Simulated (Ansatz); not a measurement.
AlFH3InN (doublet)

Input

```
crystal:
  periodic: [false, false, false]
  atoms:
    - {symbol: Al, position_ang: [0.164605, 1.863787, 0.331613]}
    - {symbol: F, position_ang: [-1.259334, 2.138199, 1.181198]}
    - {symbol: In, position_ang: [-0.432553, 1.407108, -2.484928]}
    - {symbol: "N", position_ang: [0.167247, 0.135552, -0.386995]}
    - {symbol: H, position_ang: [1.037178, -0.390632, -0.484007]}
    - {symbol: H, position_ang: [-0.564150, -0.524213, -0.114628]}
    - {symbol: H, position_ang: [1.538349, 2.487566, 0.818451]}
basis:
  gaussian: {orbitals: def2-TZVPD}
magnetization: {spin_polarized: true, initial_magnetization: 1}
hamiltonian: {xc: {name: PBE0}}
output: {forces: true, orbitals: {seedname: orbitals}}
```

Run with:

```sh
ansatz run input.yaml --threads 2 --pin off --max-ram 4350MiB --events-out events.jsonl --progress --plain --runs-dir runs
```

Geometry: r2SCAN-D4/def2-SVP; core potentials replace the inner electrons of In.

All numbers below come from Ansatz 0.2.0, isolated molecule in a Gaussian basis; Kohn-Sham density functional theory, functional PBE0.

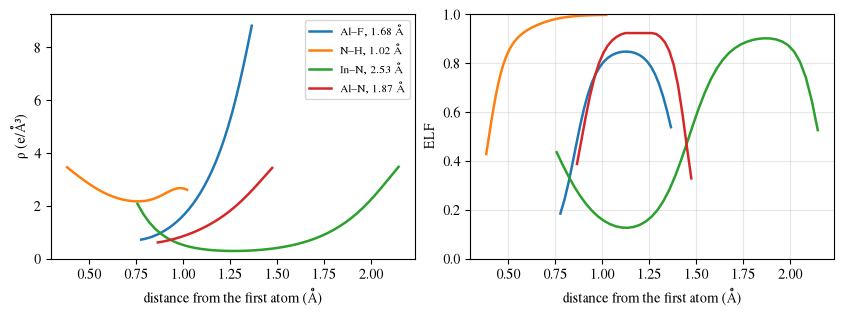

Figure 1. Electron density and electron localisation function along straight lines between neighbouring atoms. The curves leave out the atomic cores.

> Compare the contacts.

Al–F (1.68 Å): the density is about 0.84 e/Å³ at the midpoint; the ELF peaks at about 0.85 in the valence shell of F, 0.5 Å from its nucleus, and is about 0.40 at the midpoint.
N–H (1.02 Å): ρ at the midpoint is about 2.8 e/Å³; the ELF climbs to about 1 towards the hydrogen, as it does in any bond to H: an ordinary covalent bond to hydrogen.
In–N (2.53 Å): the density is about 0.29 e/Å³ at the midpoint; the ELF peaks at about 0.90 in the valence shell of N, 0.7 Å from its nucleus, and drops to about 0.15 between the two atoms.
Al–N (1.87 Å): the density is about 0.71 e/Å³ at the midpoint; the ELF peaks at about 0.90 between the atoms: a shared but strongly polarised pair.

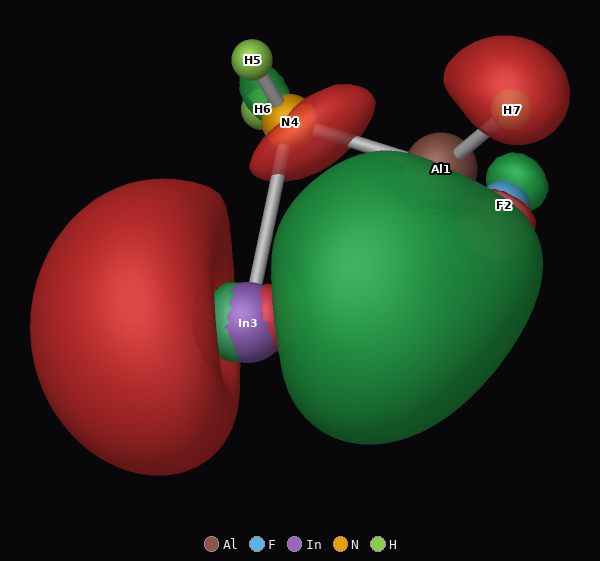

Figure 2. The LUMO (β) at ±0.08 Å⁻³ᐟ² (green and red are the two phases), seen across its widest extent.

> Describe this orbital and give its energy.

By Hirshfeld shares it lies mainly on In3 (about 65 %) and Al1 (about 25 %). Its energy is −2.08 eV.
